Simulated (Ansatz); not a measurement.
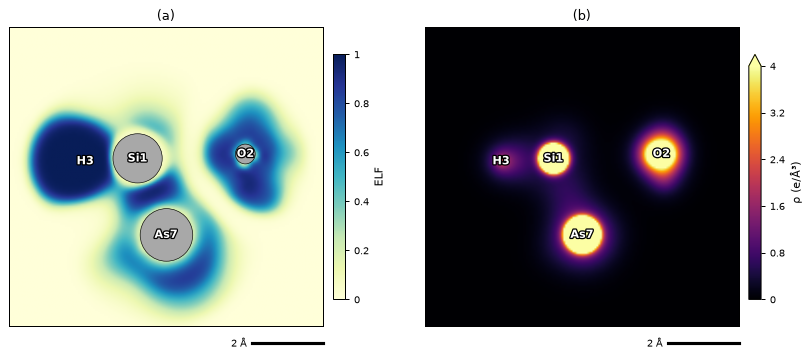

AsH5Si···H2O. (a) ELF; (b) total electron density on the plane of atoms H3, Si1 and As7. Grey discs cover the atomic cores in the ELF map.

Not at a stationary point (largest force 0.9 eV/Å).

Computed with Ansatz 0.2.0, RKS B3LYP-D4/def2-SVP.

```yaml
atoms:
  - { symbol: Si, position_ang: [-0.3716, 0.3389, -1.1489] }
  - { symbol: O, position_ang: [0.6926, 1.1653, 1.6095] }
  - { symbol: H, position_ang: [-0.8038, -0.0466, -2.5277] }
  - { symbol: H, position_ang: [-1.6007, 0.6096, -0.3478] }
  - { symbol: H, position_ang: [0.4442, 1.5759, -1.2555] }
  - { symbol: H, position_ang: [0.7095, 0.2537, 1.9400] }
  - { symbol: As, position_ang: [0.9155, -1.4078, -0.3089] }
  - { symbol: H, position_ang: [-0.1609, 1.5019, 1.9254] }
  - { symbol: H, position_ang: [0.1528, -1.4885, 1.0181] }
  - { symbol: H, position_ang: [0.0224, -2.5024, -0.9041] }
```

### What do the fields say about this system?

The section cuts through Si, O, H and As sites.
Si1···O2 (3.07 Å): the density falls to about 0.07 e/Å³ on the way; the ELF dips to about 0.05 between them.
Si–As (2.33 Å): the density is about 0.68 e/Å³ at the midpoint; the ELF peaks at about 0.95 between the atoms, as expected for localised, covalent bonding.
Si–H (1.50 Å): ρ at the midpoint is about 0.76 e/Å³; the ELF climbs to about 1 towards the hydrogen, as it does in any bond to H.
The ELF also peaks beside As7 and O2, away from the bonds: lone-pair regions.
